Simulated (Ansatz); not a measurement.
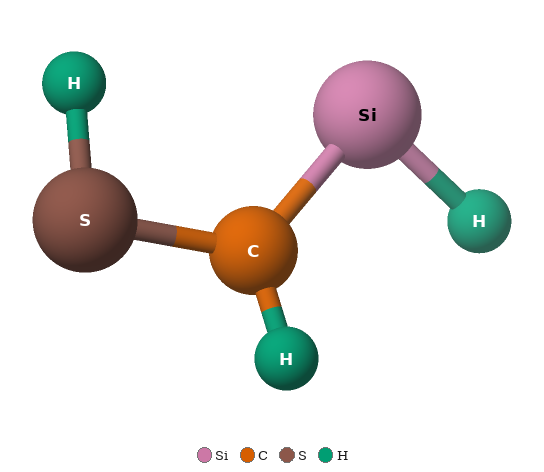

State: neutral, doublet. The geometry was computed by an optimisation with PBE0-D4/def2-TZVP. No frequency run is at hand to confirm it as a minimum. Level of theory: UKS PBE0-D4/def2-TZVPP (Ansatz 0.2.0).

Question: Give the ⟨S²⟩ of the determinant at this level.

Answer: 0.774.

Question: Give the HOMO energy (Kohn–Sham orbital) at this level.

Answer: −6.27 eV.
